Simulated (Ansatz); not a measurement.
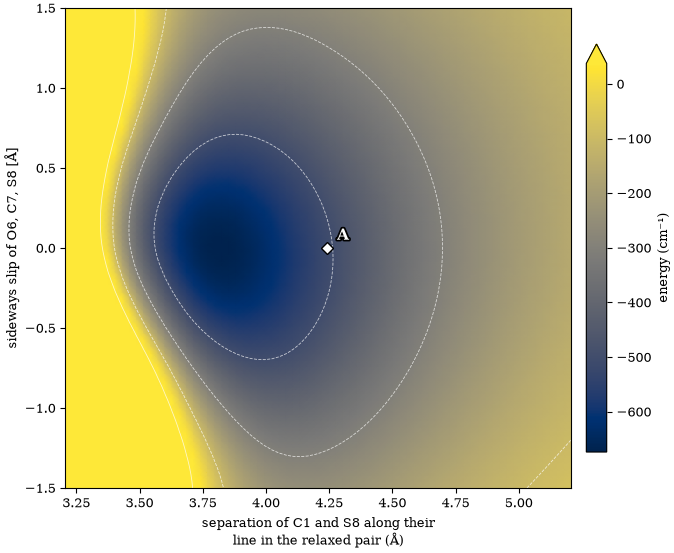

The pair CH₃F···COS. First axis: separation of C1 and S8 along their line in the relaxed pair. Second axis: sideways slip of O6, C7, S8. Nothing is relaxed (both partners rigid). The grid has 9 × 9 points. Points are written as (first, second). All energies are given in cm⁻¹ relative to the two partners far apart, frozen as in the relaxed pair, each in its own basis (no counterpoise correction). Level of theory: RKS B3LYP-D4/def2-SVPD in Ansatz 0.2.0.

In the figure: a smooth colour map with a few white contour lines, one colour for all values above the top of the scale, the point A. Between grid points the surface is interpolated.

Is A at rest? If not, where is it pushed?

A, at (4.243 Å, 0.000 Å), is not a stationary point. The computed force is 520 cm⁻¹ for each Å towards smaller values of the first coordinate and 26 cm⁻¹ for each Å towards smaller values of sideways slip of O6, C7, S8.
